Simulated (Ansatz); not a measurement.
# Cl$_{2}$H$_{4}$Si$_{2}$···H$_{2}$O: what the fields show

```xyz
11

Si   -0.5210    0.8000   -0.9066
Si    0.9592   -0.8561   -0.5103
Cl   -0.3484    1.2908   -2.9274
Cl    0.0334    2.4635    0.2366
H    -1.9525    0.5276   -0.6586
H    -0.0675   -0.6136    2.0037
O    -1.0042   -0.4095    1.8694
H     0.3732   -2.1946   -0.8039
H     1.4747   -0.8550    0.8913
H     2.1395   -0.6492   -1.3949
H    -1.0866    0.4962    2.2008
```

Not at a stationary point (largest force 1.2 eV/Å).

Computed with Ansatz 0.2.0, RKS B3LYP-D4/def2-SVP.

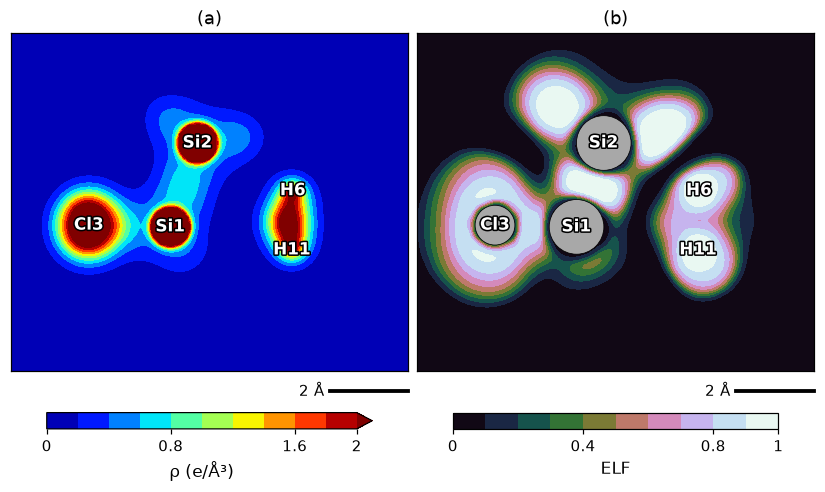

Figure 1. (a) total electron density; (b) ELF on the plane of atoms Si2, Si1 and Cl3. Grey discs cover the atomic cores in the ELF map.

Question: Read the bonding off the picture.

Answer: Atoms in the plane: Si, Cl and H. Si–Cl (2.09 Å): ρ at the midpoint is about 0.82 e/Å³; the ELF peaks at about 0.90 between the atoms: a shared but strongly polarised pair. Si–Si (2.26 Å): ρ at the midpoint is about 0.75 e/Å³; the ELF peaks at about 1 between the atoms (localised, covalent bonding). The ELF also peaks beside Cl3, away from the bonds: lone-pair regions.

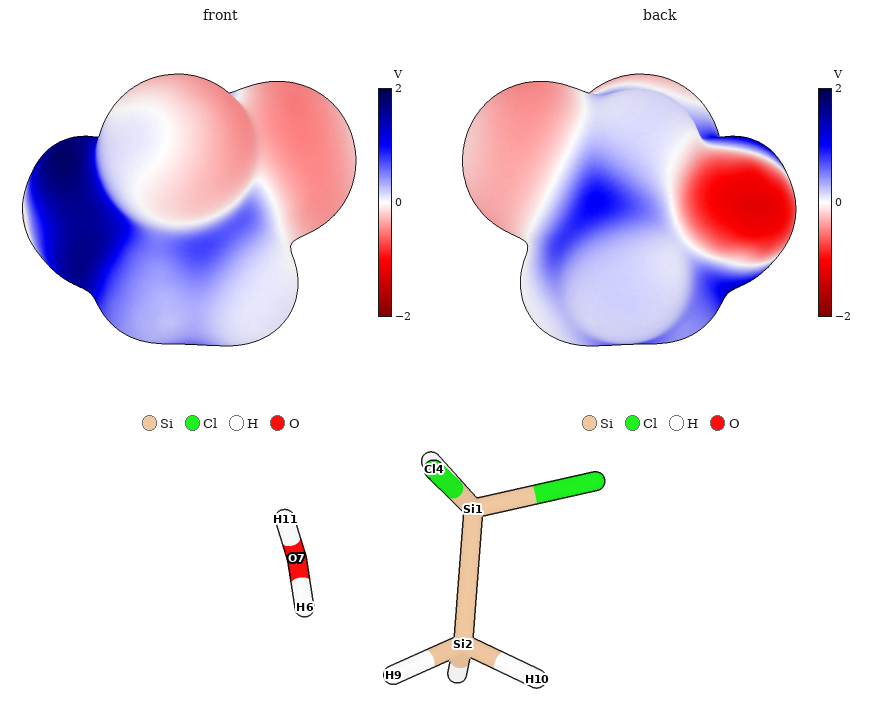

Figure 2. The electrostatic potential painted on the density surface at 0.001 e/bohr³, seen from the front and from behind; the colour scale runs from red (negative) to blue (positive). The bare structure is drawn below in the same view.

Question: Where is the surface potential most negative and most positive?

Answer: The most negative region (about −1.2 V, or −28 kcal/mol for a unit charge) lies over O7, the most positive (about +1.8 V, or +42 kcal/mol for a unit charge) over H11. O7 is the likeliest acceptor of a hydrogen bond.

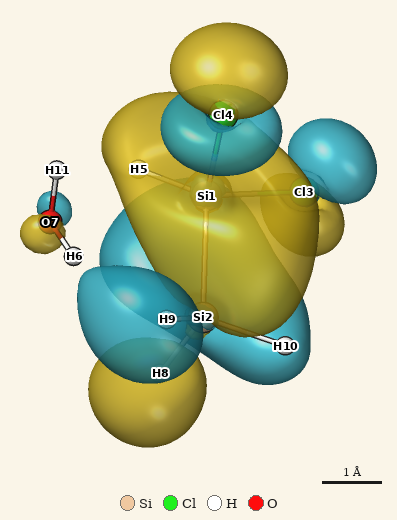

Figure 3. One frontier orbital at ±0.06 Å⁻³ᐟ² (yellow and cyan are the two phases), seen at an oblique angle.

Question: Which orbital is it: HOMO or LUMO?

Answer: The LUMO, at −0.59 eV. It lies mainly on Si1 (about 35 %), Si2 (about 25 %), Cl4 (about 15 %), Cl3 (about 5 %) and H8 (about 5 %); π-bonding across Si1–Si2.
